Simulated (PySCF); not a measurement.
System: C6H9FOSi.

```xyz
18

C     3.8374    0.5520    0.4201
C     2.5341    0.0619    0.0159
C     1.4351   -0.3422   -0.3265
Si   -0.2060   -0.9458   -0.8381
O    -1.0404    0.2031   -1.7335
C    -2.2006    0.6849   -1.0791
C    -2.0651    0.4226    0.4228
C    -1.4712   -0.9671    0.5928
F    -2.4433   -1.9232    0.3149
H     3.8570    0.7815    1.4969
H     4.0952    1.4719   -0.1276
H     4.6214   -0.1946    0.2173
H    -0.0721   -2.2285   -1.5741
H    -2.3147    1.7593   -1.2944
H    -3.0913    0.1653   -1.4750
H    -3.0271    0.5159    0.9525
H    -1.3631    1.1509    0.8645
H    -1.0904   -1.1396    1.6116
```

Geometry: PBE0-D3(BJ)/def2-SVP.

The calculation used PySCF 2.14.0, PBE0/pcSseg-1, SCF density, gas phase, non-relativistic.

Predict the electron density and electron localisation function between the atoms.

Answer. C–C (1.22 Å): ρ at the midpoint is about 2.7 e/Å³; the ELF peaks at about 0.85 between the atoms (a short, multiple covalent bond).
C–Si (1.82 Å): ρ at the midpoint is about 0.97 e/Å³; the ELF peaks at about 0.95 between the atoms (localised, covalent bonding).
C–H (1.10 Å): ρ at the midpoint is about 2 e/Å³; the ELF climbs to about 1 towards the hydrogen, as it does in any bond to H; a covalent bond by its length.

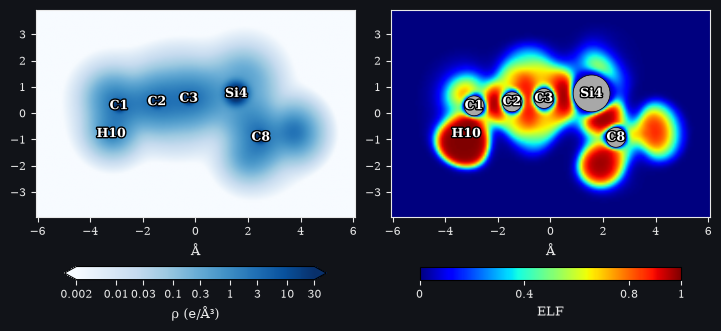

Computed electron density and electron localisation function on the plane of atoms C3, Si4 and C8, in this order. Grey discs cover the atomic cores in the ELF map. 
